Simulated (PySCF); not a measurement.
C3H10F2OSi2

| atom | x (Å) | y (Å) | z (Å) |
| --- | --- | --- | --- |
| C | -1.5973 | -1.5160 | 0.0209 |
| O | -0.6923 | -0.5964 | -0.5416 |
| C | -0.4572 | 0.5753 | 0.2447 |
| Si | -0.4577 | 2.0218 | -1.0078 |
| C | 0.8790 | 0.3882 | 0.9256 |
| F | 0.7235 | 0.0977 | 2.2632 |
| F | 1.5853 | 1.5711 | 0.9332 |
| Si | 1.8580 | -1.0167 | 0.0272 |
| H | -1.2940 | -1.8164 | 1.0290 |
| H | -1.6019 | -2.3867 | -0.6328 |
| H | -2.6052 | -1.0892 | 0.0644 |
| H | -1.2486 | 0.6970 | 0.9911 |
| H | -1.7629 | 1.9512 | -1.6664 |
| H | 0.6175 | 1.7769 | -1.9629 |
| H | -0.2956 | 3.2848 | -0.2945 |
| H | 3.2057 | -0.9177 | 0.5920 |
| H | 1.8713 | -0.7241 | -1.3979 |
| H | 1.2636 | -2.2945 | 0.4010 |

Geometry: GFN2-xTB.

Method: PySCF 2.14.0, PBE0/pcSseg-1, SCF density, gas phase, non-relativistic.

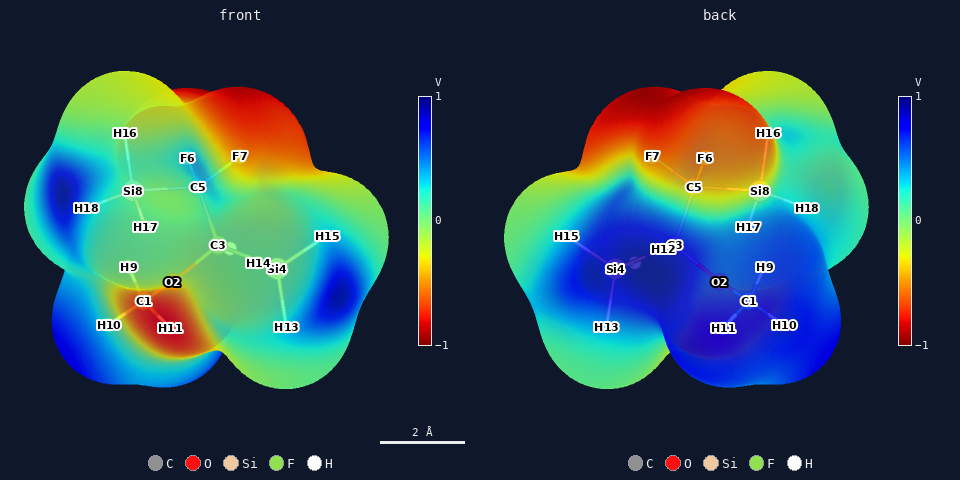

Figure 1. The molecular electrostatic potential painted on the density surface at 0.001 e/bohr³, seen from the front and from behind; red is negative and blue positive.

**Describe the electrostatic potential map.**

The most negative region (about −0.9 V) lies over F6 and F7, the most positive (about +0.9 V) over Si4, Si8 and H12.

**How polar is the molecule by this calculation?**

Its dipole moment is 2.53 D.

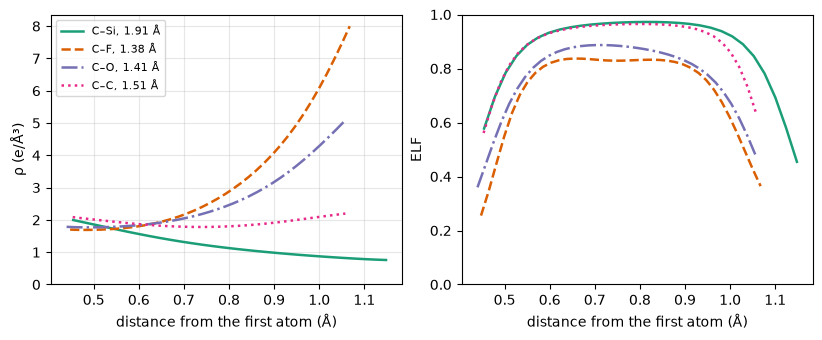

Figure 2. Electron density and ELF along straight lines between neighbouring atoms. The curves leave out the atomic cores.

**What can be read from the curves?**

C–Si (1.91 Å): ρ at the midpoint is about 0.92 e/Å³; the ELF peaks at about 1 between the atoms, as expected for a covalent bond.
C–F (1.38 Å): ρ at the midpoint is about 2.1 e/Å³, with its minimum of 1.7 e/Å³ about 0.5 Å from C; the ELF peaks at about 0.85 between the atoms (a shared but strongly polarised pair).
C–O (1.41 Å): ρ at the midpoint is about 2.1 e/Å³, with its minimum of 1.8 e/Å³ about 0.5 Å from C; the ELF peaks at about 0.90 between the atoms (a polar covalent bond).
C–C (1.51 Å): ρ is about 1.8 e/Å³ halfway; the ELF peaks at about 0.95 between the atoms, as expected for a covalent bond.
